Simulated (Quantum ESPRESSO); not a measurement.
# Run report: Co₂PtO₄, workfunction calculation (part 1 of 3)

The run: workfunction calculation of Co₂PtO₄ (slab, 7 atoms in the cell). Method and program: Kohn-Sham DFT of a periodic cell, PBE, PseudoDojo 0.4.1 SR PBE standard, spin-polarised (Quantum ESPRESSO 7.5).

The structure derives from a Materials Project entry.

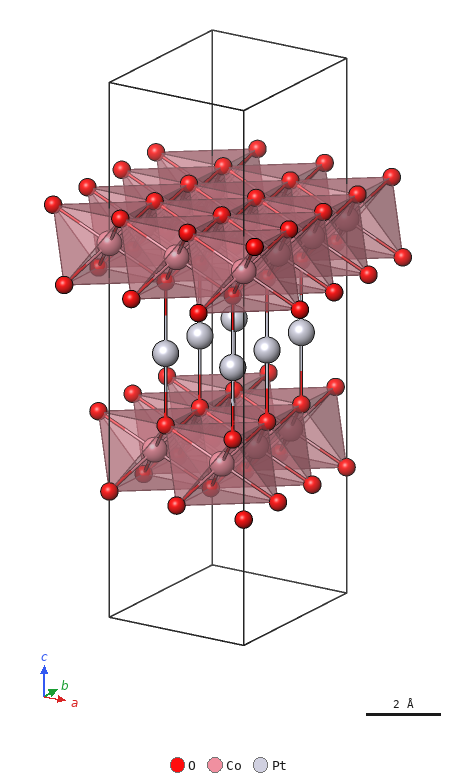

Figure 1. The structure as given in the input (polyhedral view of the 2 × 3 repeat of the cell, with the vacuum cut short, seen slightly off an axis; polyhedra are completed across the faces of the cell). An atom can appear more than once, as a periodic image.

**Summary**

- outcome: converged
- electrons treated: 76
- free energy: −13679.4195 eV
- work function, top face: 7.59 eV
- work function, bottom face: 7.59 eV
- Fermi energy: 1.692 eV
- gap on the k-point mesh: none (metallic)
- net moment of the cell: 0.91 μB
- integrated absolute moment: 0.94 μB
- work function (upper face): 7.59 eV
- largest force (length of the vector): 1.718 eV/Å
- hardware: 2 threads of Arm Neoverse V2, 24 GiB of memory available, shared host
- wall time: 6.9 min (CPU time 13 min)
- peak memory: 1 GiB

**Remarks**

Notes on the run: negative rho. Spin–orbit coupling is left out, which matters for Pt.

**Input**
```
&CONTROL
  calculation = 'scf'
  prefix = 'pwscf'
  outdir = './tmp'
  pseudo_dir = './pseudo'
  tprnfor = .true.
  disk_io = 'low'
/
&SYSTEM
  ibrav = 0
  celldm(1) = 8
  nat = 7
  ntyp = 3
  ecutwfc = 96
  nbnd = 53
  occupations = 'smearing'
  smearing = 'fd'
  degauss = 0.00367493
  nspin = 2
  starting_magnetization(1) = 0
  starting_magnetization(2) = 0.1176
  starting_magnetization(3) = 0
/
&ELECTRONS
  conv_thr = 7d-09
  electron_maxstep = 150
  mixing_beta = 0.3
  mixing_mode = 'local-TF'
/
ATOMIC_SPECIES
O     15.9990 O.upf
Co    58.9332 Co.upf
Pt   195.0840 Pt.upf
CELL_PARAMETERS alat
  0.6672008394230   0.0000000000000   0.0000000000000
 -0.3336004197247   0.5778128763742   0.0000000000000
  0.0000000000000   0.0000000000000   5.4043361871858
ATOMIC_POSITIONS crystal
O      0.0000000000    0.0000000000    0.3278142182
Co     0.3333333333    0.6666666667    0.3701989202
O      0.6666666667    0.3333333333    0.4125836222
Pt     0.6666666667    0.3333333333    0.5000000000
O      0.6666666667    0.3333333333    0.5874163778
Co     0.0000000000    0.0000000000    0.6298010798
O      0.3333333333    0.6666666667    0.6721857818
K_POINTS automatic
11 11 1 0 0 0
```

**File pp_density.in**
```
&INPUTPP
  prefix = 'pwscf'
  outdir = './tmp'
  filplot = 'density.dat'
  plot_num = 0
/
&PLOT
  nfile = 1
  filepp(1) = 'density.dat'
  iflag = 3
  output_format = 6
  fileout = 'density.cube'
/
```

**File pp_potential.in**
```
&INPUTPP
  prefix = 'pwscf'
  outdir = './tmp'
  filplot = 'potential.dat'
  plot_num = 11
/
&PLOT
  nfile = 1
  filepp(1) = 'potential.dat'
  iflag = 3
  output_format = 6
  fileout = 'potential.cube'
/
```

**File pp_spin.in**
```
&INPUTPP
  prefix = 'pwscf'
  outdir = './tmp'
  filplot = 'spin.dat'
  plot_num = 6
/
&PLOT
  nfile = 1
  filepp(1) = 'spin.dat'
  iflag = 3
  output_format = 6
  fileout = 'spin.cube'
/
```

**File pp_elf.in**
```
&INPUTPP
  prefix = 'pwscf'
  outdir = './tmp'
  filplot = 'elf.dat'
  plot_num = 8
/
&PLOT
  nfile = 1
  filepp(1) = 'elf.dat'
  iflag = 3
  output_format = 6
  fileout = 'elf.cube'
/
```

Launched with:
```bash
OMP_NUM_THREADS=1 mpirun -n 2 pw.x -nk 2 -in pw.in > pw.out
OMP_NUM_THREADS=1 mpirun -n 1 pp.x -in pp_density.in > pp_density.out
OMP_NUM_THREADS=1 mpirun -n 1 pp.x -in pp_potential.in > pp_potential.out
OMP_NUM_THREADS=1 mpirun -n 1 pp.x -in pp_spin.in > pp_spin.out
OMP_NUM_THREADS=1 mpirun -n 1 pp.x -in pp_elf.in > pp_elf.out
```

**What the program printed**
```
This program is part of the open-source Quantum ESPRESSO suite
     for quantum simulation of materials; please cite
         "P. Giannozzi et al., J. Phys.:Condens. Matter 21 395502 (2009);
         "P. Giannozzi et al., J. Phys.:Condens. Matter 29 465901 (2017);
         "P. Giannozzi et al., J. Chem. Phys. 152 154105 (2020);
          URL
     in publications or presentations arising from this work. More details at

     Message from routine setup:
     using ibrav=0 with symmetry is DISCOURAGED, use correct ibrav instead

     K-points division:     npool     =       2
     Subspace diagonalization in iterative solution of the eigenvalue problem:
     a serial algorithm will be used

     G-vector sticks info
     --------------------
     sticks:   dense  smooth     PW     G-vecs:    dense   smooth      PW
     Sum         745     745    211               135509   135509   21043

     Using Slab Decomposition

     bravais-lattice index     =            0
     lattice parameter (alat)  =       8.0000  a.u.
     unit-cell volume          =    1066.7340 (a.u.)^3
     number of atoms/cell      =            7
     number of atomic types    =            3
     number of electrons       =        76.00
     number of Kohn-Sham states=           53
     kinetic-energy cutoff     =      96.0000  Ry
     charge density cutoff     =     384.0000  Ry
     scf convergence threshold =      7.0E-09
     mixing beta               =       0.3000
     number of iterations used =            8  local-TF  mixing
     Exchange-correlation= PBE
                           (   1   4   3   4   0   0   0)

     celldm(1)=   8.000000  celldm(2)=   0.000000  celldm(3)=   0.000000
     celldm(4)=   0.000000  celldm(5)=   0.000000  celldm(6)=   0.000000

     crystal axes: (cart. coord. in units of alat)
               a(1) = (   0.667201   0.000000   0.000000 )
               a(2) = (  -0.333600   0.577813   0.000000 )
               a(3) = (   0.000000   0.000000   5.404336 )

     reciprocal axes: (cart. coord. in units 2 pi/alat)
               b(1) = (  1.498799  0.865332 -0.000000 )
               b(2) = (  0.000000  1.730664  0.000000 )
               b(3) = (  0.000000 -0.000000  0.185037 )

     PseudoPot. # 1 for O  read from file:
     O.upf
     Pseudo is Norm-conserving + core correction, Zval =  6.0
     Generated using ONCVPSP code by D. R. Hamann
     Using radial grid of  936 points,  5 beta functions with:
                l(1) =   0
                l(2) =   0
                l(3) =   1
                l(4) =   1
                l(5) =   2

     PseudoPot. # 2 for Co read from file:
     Co.upf
     Pseudo is Norm-conserving + core correction, Zval = 17.0
     Generated using ONCVPSP code by D. R. Hamann
     Using radial grid of 1388 points,  6 beta functions with:
                l(1) =   0
                l(2) =   0
                l(3) =   1
                l(4) =   1
                l(5) =   2
                l(6) =   2

     PseudoPot. # 3 for Pt read from file:
     Pt.upf
     Pseudo is Norm-conserving + core correction, Zval = 18.0
     Generated using ONCVPSP code by D. R. Hamann
     Using radial grid of 1374 points,  8 beta functions with:
                l(1) =   0
                l(2) =   0
                l(3) =   1
                l(4) =   1
                l(5) =   2
                l(6) =   2
                l(7) =   3
                l(8) =   3

     atomic species   valence    mass     pseudopotential
     O                 6.00    15.99900     O ( 1.00)
     Co               17.00    58.93320     Co( 1.00)
     Pt               18.00   195.08400     Pt( 1.00)

     Starting magnetic structure
     atomic species   magnetization
     O               0.000
     Co              0.118
     Pt              0.000

     12 Sym. Ops., with inversion, found ( 6 have fractional translation)

   Cartesian axes

     site n.     atom                  positions (alat units)
         1        O      tau(   1) = (   0.0000000   0.0000000   1.7716182  )
         2        Co     tau(   2) = (  -0.0000000   0.3852086   2.0006794  )
         3        O      tau(   3) = (   0.3336004   0.1926043   2.2297406  )
         4        Pt     tau(   4) = (   0.3336004   0.1926043   2.7021681  )
         5        O      tau(   5) = (   0.3336004   0.1926043   3.1745956  )
         6        Co     tau(   6) = (   0.0000000   0.0000000   3.4036568  )
         7        O      tau(   7) = (  -0.0000000   0.3852086   3.6327179  )

     number of k points=    16  Fermi-Dirac smearing, width (Ry)=  0.0037
                       cart. coord. in units 2pi/alat
        k(    1) = (   0.0000000   0.0000000   0.0000000), wk =   0.0082645
        k(    2) = (   0.0000000   0.1573331   0.0000000), wk =   0.0495868
        k(    3) = (   0.0000000   0.3146662   0.0000000), wk =   0.0495868
        k(    4) = (   0.0000000   0.4719993   0.0000000), wk =   0.0495868
        k(    5) = (   0.0000000   0.6293324   0.0000000), wk =   0.0495868
        k(    6) = (   0.0000000   0.7866655   0.0000000), wk =   0.0495868
        k(    7) = (   0.1362545   0.2359996   0.0000000), wk =   0.0495868
        k(    8) = (   0.1362545   0.3933327   0.0000000), wk =   0.0991736
        k(    9) = (   0.1362545   0.5506658   0.0000000), wk =   0.0991736
        k(   10) = (   0.1362545   0.7079989   0.0000000), wk =   0.0991736
        k(   11) = (   0.1362545   0.8653320   0.0000000), wk =   0.0495868
        k(   12) = (   0.2725089   0.4719993   0.0000000), wk =   0.0495868
        k(   13) = (   0.2725089   0.6293324   0.0000000), wk =   0.0991736
        k(   14) = (   0.2725089   0.7866655   0.0000000), wk =   0.0991736
        k(   15) = (   0.4087634   0.7079989   0.0000000), wk =   0.0495868
        k(   16) = (   0.4087634   0.8653320   0.0000000), wk =   0.0495868

     Dense  grid:   135509 G-vectors     FFT dimensions: (  36,  36, 270)

     Generating pointlists ...
     new r_m :   0.1849 (alat units)  1.4790 (a.u.) for type    1
     new r_m :   0.1849 (alat units)  1.4790 (a.u.) for type    2
     new r_m :   0.1949 (alat units)  1.5590 (a.u.) for type    3

     Initial potential from superposition of free atoms

     starting charge      75.9993, renormalised to      76.0000

     negative rho (up, down):  1.582E-05 1.436E-05
     Starting wfcs are   46 randomized atomic wfcs +    7 random wfcs

     Self-consistent Calculation

     iteration #  1     ecut=    96.00 Ry     beta= 0.30
     Davidson diagonalization with overlap
     ethr =  1.00E-02,  avg # of iterations =  7.4

     negative rho (up, down):  1.286E-03 1.336E-03

     total energy              =   -1004.70295601 Ry
     estimated scf accuracy    <      20.56384691 Ry

     total magnetization       =     2.84 Bohr mag/cell
     absolute magnetization    =     2.89 Bohr mag/cell

     iteration #  2     ecut=    96.00 Ry     beta= 0.30
     Davidson diagonalization with overlap
     ethr =  1.00E-02,  avg # of iterations =  1.0

     negative rho (up, down):  2.346E-03 2.386E-03

     total energy              =   -1005.34231225 Ry
     estimated scf accuracy    <       1.09832510 Ry

     total magnetization       =     1.51 Bohr mag/cell
     absolute magnetization    =     1.95 Bohr mag/cell

     iteration #  3     ecut=    96.00 Ry     beta= 0.30
     Davidson diagonalization with overlap
     ethr =  1.45E-03,  avg # of iterations =  1.4

     negative rho (up, down):  2.520E-03 2.549E-03

     total energy              =   -1005.40160337 Ry
     estimated scf accuracy    <       0.20453985 Ry

     total magnetization       =     0.90 Bohr mag/cell
     absolute magnetization    =     1.51 Bohr mag/cell

     iteration #  4     ecut=    96.00 Ry     beta= 0.30
     Davidson diagonalization with overlap
     ethr =  2.69E-04,  avg # of iterations =  3.2

     negative rho (up, down):  1.320E-03 1.338E-03

     total energy              =   -1005.40471737 Ry
     estimated scf accuracy    <       0.17906737 Ry

     total magnetization       =     0.74 Bohr mag/cell
     absolute magnetization    =     1.21 Bohr mag/cell

     iteration #  5     ecut=    96.00 Ry     beta= 0.30
     Davidson diagonalization with overlap
     ethr =  2.36E-04,  avg # of iterations =  1.9

     negative rho (up, down):  8.763E-04 8.961E-04

     total energy              =   -1005.41604899 Ry
     estimated scf accuracy    <       0.03048541 Ry

     total magnetization       =     0.99 Bohr mag/cell
     absolute magnetization    =     1.13 Bohr mag/cell

     iteration #  6     ecut=    96.00 Ry     beta= 0.30
     Davidson diagonalization with overlap
     ethr =  4.01E-05,  avg # of iterations =  4.2

     negative rho (up, down):  5.316E-05 6.642E-05

     total energy              =   -1005.41785090 Ry
     estimated scf accuracy    <       0.00272306 Ry

     total magnetization       =     0.91 Bohr mag/cell
     absolute magnetization    =     1.01 Bohr mag/cell

     iteration #  7     ecut=    96.00 Ry     beta= 0.30
     Davidson diagonalization with overlap
     ethr =  3.58E-06,  avg # of iterations =  5.9

     total energy              =   -1005.41858303 Ry
     estimated scf accuracy    <       0.00147612 Ry

     total magnetization       =     0.90 Bohr mag/cell
     absolute magnetization    =     0.96 Bohr mag/cell

     iteration #  8     ecut=    96.00 Ry     beta= 0.30
     Davidson diagonalization with overlap
     ethr =  1.94E-06,  avg # of iterations =  4.0

     negative rho (up, down):  6.486E-06 6.502E-06

     total energy              =   -1005.41868874 Ry
     estimated scf accuracy    <       0.00056903 Ry

     total magnetization       =     0.90 Bohr mag/cell
     absolute magnetization    =     0.94 Bohr mag/cell

     iteration #  9     ecut=    96.00 Ry     beta= 0.30
     Davidson diagonalization with overlap
     ethr =  7.49E-07,  avg # of iterations =  3.9

     negative rho (up, down):  7.038E-07 7.088E-07

     total energy              =   -1005.41877808 Ry
     estimated scf accuracy    <       0.00001900 Ry

     total magnetization       =     0.91 Bohr mag/cell
     absolute magnetization    =     0.94 Bohr mag/cell

     iteration # 10     ecut=    96.00 Ry     beta= 0.30
     Davidson diagonalization with overlap
     ethr =  2.50E-08,  avg # of iterations =  2.0

     negative rho (up, down):  1.487E-05 2.293E-05

     total energy              =   -1005.41878508 Ry
     estimated scf accuracy    <       0.00001059 Ry

     total magnetization       =     0.91 Bohr mag/cell
     absolute magnetization    =     0.94 Bohr mag/cell

     iteration # 11     ecut=    96.00 Ry     beta= 0.30
     Davidson diagonalization with overlap
     ethr =  1.39E-08,  avg # of iterations =  6.3

     negative rho (up, down):  7.214E-06 1.136E-05

     total energy              =   -1005.41879010 Ry
     estimated scf accuracy    <       0.00000054 Ry

     total magnetization       =     0.91 Bohr mag/cell
     absolute magnetization    =     0.94 Bohr mag/cell

     iteration # 12     ecut=    96.00 Ry     beta= 0.30
     Davidson diagonalization with overlap
     ethr =  7.07E-10,  avg # of iterations =  2.4

     negative rho (up, down):  1.208E-05 1.309E-05

     total energy              =   -1005.41879039 Ry
     estimated scf accuracy    <       0.00000026 Ry

     total magnetization       =     0.91 Bohr mag/cell
     absolute magnetization    =     0.94 Bohr mag/cell

     iteration # 13     ecut=    96.00 Ry     beta= 0.30
     Davidson diagonalization with overlap
     ethr =  3.37E-10,  avg # of iterations =  2.0

     negative rho (up, down):  9.023E-06 9.531E-06

     total energy              =   -1005.41879050 Ry
     estimated scf accuracy    <       0.00000006 Ry

     total magnetization       =     0.91 Bohr mag/cell
     absolute magnetization    =     0.94 Bohr mag/cell

     iteration # 14     ecut=    96.00 Ry     beta= 0.30
     Davidson diagonalization with overlap
     ethr =  7.51E-11,  avg # of iterations =  2.0

     negative rho (up, down):  4.872E-06 5.119E-06

     total energy              =   -1005.41879048 Ry
     estimated scf accuracy    <       0.00000001 Ry

     total magnetization       =     0.91 Bohr mag/cell
     absolute magnetization    =     0.94 Bohr mag/cell

     iteration # 15     ecut=    96.00 Ry     beta= 0.30
     Davidson diagonalization with overlap
     ethr =  1.66E-11,  avg # of iterations =  2.0

     Magnetic moment per site  (integrated on atomic sphere of radius R)
     atom   1 (R=0.185)  charge=  5.1508  magn=  0.0616
     atom   2 (R=0.185)  charge= 14.0656  magn=  0.3355
     atom   3 (R=0.185)  charge=  5.2865  magn=  0.0212
     atom   4 (R=0.195)  charge= 12.8403  magn= -0.0013
     atom   5 (R=0.185)  charge=  5.2865  magn=  0.0212
     atom   6 (R=0.185)  charge= 14.0656  magn=  0.3355
     atom   7 (R=0.185)  charge=  5.1508  magn=  0.0616

     End of self-consistent calculation

 ------ SPIN UP ------------

          k = 0.0000 0.0000 0.0000 ( 16929 PWs)   bands (ev):

   -96.9307 -93.9173 -93.9173 -57.2353 -57.2353 -57.1493 -57.1493 -57.1493
   -57.1493 -51.3835 -50.7649 -50.7649 -18.9730 -18.7417 -16.5376 -16.4363
    -6.6003  -5.1274  -5.1136  -4.0971  -4.0971  -3.9917  -3.9917  -1.9263
    -1.2911  -1.2911  -1.1502  -1.0003  -1.0003  -0.4215  -0.4215   0.1808
     0.1808   0.1860   0.1860   1.0558   1.0558   1.2402   1.3421   3.8437
     3.8437   4.0201   4.0201   5.4099   7.0105   8.7206   8.8480   9.6723
    10.5669  10.9005  11.5572  12.1063  13.3584

          k = 0.0000 0.1573 0.0000 ( 17019 PWs)   bands (ev):

   -96.9294 -93.9168 -93.9168 -57.2345 -57.2344 -57.1552 -57.1552 -57.1507
   -57.1507 -51.3807 -50.7880 -50.7706 -18.8874 -18.6527 -16.5164 -16.4223
    -6.5377  -5.0863  -4.8970  -4.2009  -4.0540  -4.0498  -3.9400  -1.7781
    -1.5308  -1.4296  -1.1943  -1.1082  -1.0445  -0.8832  -0.7625   0.1269
     0.2273   0.4103   0.5091   0.9006   1.1335   1.2797   1.4276   3.5973
     3.7850   3.7978   3.9620   5.5123   7.5091   8.9341   9.0743   9.8924
    10.8271  11.1903  11.8997  12.3792  13.5846

          k = 0.0000 0.3147 0.0000 ( 17009 PWs)   bands (ev):

   -96.9260 -93.9153 -93.9153 -57.2321 -57.2321 -57.1711 -57.1711 -57.1545
   -57.1545 -51.3734 -50.8494 -50.7860 -18.6532 -18.4078 -16.4566 -16.3825
    -6.4010  -5.0720  -4.5439  -4.3237  -3.9485  -3.9051  -3.8069  -2.4846
    -2.1622  -1.5869  -1.5528  -1.3210  -1.2843  -0.6734  -0.5019  -0.2003
     0.2352   0.5530   0.7433   0.8720   1.2796   1.3026   1.4821   3.0748
     3.3534   3.6659   3.8449   5.7141   8.7242   9.5529   9.7069  10.5297
    11.5183  11.9453  12.7562  13.1181  14.2395

          k = 0.0000 0.4720 0.0000 ( 16930 PWs)   bands (ev):

   -96.9214 -93.9133 -93.9133 -57.2289 -57.2289 -57.1918 -57.1918 -57.1594
   -57.1594 -51.3637 -50.9293 -50.8060 -18.3372 -18.0739 -16.3674 -16.3212
    -6.2568  -5.2478  -4.6909  -4.4241  -3.8455  -3.6576  -3.4795  -3.0724
    -2.9223  -1.8289  -1.6146  -1.5937  -1.1236  -0.6992  -0.2668   0.1954
     0.3210   0.5627   0.6629   1.0006   1.1800   1.2844   1.3911   2.7130
     3.0957   3.6032   3.7874   5.8414  10.1245  10.5453  10.6788  11.5451
    12.5170  12.8573  13.7725  14.0887  14.6907

          k = 0.0000 0.6293 0.0000 ( 16926 PWs)   bands (ev):

   -96.9172 -93.9115 -93.9115 -57.2262 -57.2262 -57.2107 -57.2107 -57.1640
   -57.1640 -51.3549 -51.0020 -50.8243 -18.0409 -17.7569 -16.2659 -16.2473
    -6.1481  -5.6177  -5.2295  -4.5226  -3.8047  -3.5700  -3.5673  -3.1842
    -2.8889  -1.9379  -1.9160  -1.7379  -1.3849  -0.4010   0.2051   0.3815
     0.4980   0.8834   0.9006   1.0711   1.0741   1.2137   1.2216   2.6820
     3.1487   3.6334   3.8254   5.7409  11.1450  11.6349  11.9215  11.9935
    12.9533  13.7400  14.0458  14.6342  14.9493

          k = 0.0000 0.7867 0.0000 ( 16946 PWs)   bands (ev):

   -96.9148 -93.9104 -93.9104 -57.2252 -57.2252 -57.2212 -57.2212 -57.1667
   -57.1667 -51.3496 -51.0450 -50.8351 -17.8651 -17.5675 -16.1906 -16.1886
    -6.2208  -5.8077  -5.6584  -4.4275  -3.8103  -3.7338  -3.5512  -3.2213
    -2.7090  -2.1851  -1.9424  -1.7247  -1.5061  -0.5876   0.3018   0.3048
     0.3456   0.7683   0.8083   1.0572   1.1057   1.8129   2.4359   3.1457
     3.3897   3.6808   3.8796   5.0309   9.7337  11.5082  13.3403  13.4289
    14.1995  14.5352  14.5968  15.0010  15.5552

          k = 0.1363 0.2360 0.0000 ( 17029 PWs)   bands (ev):
```
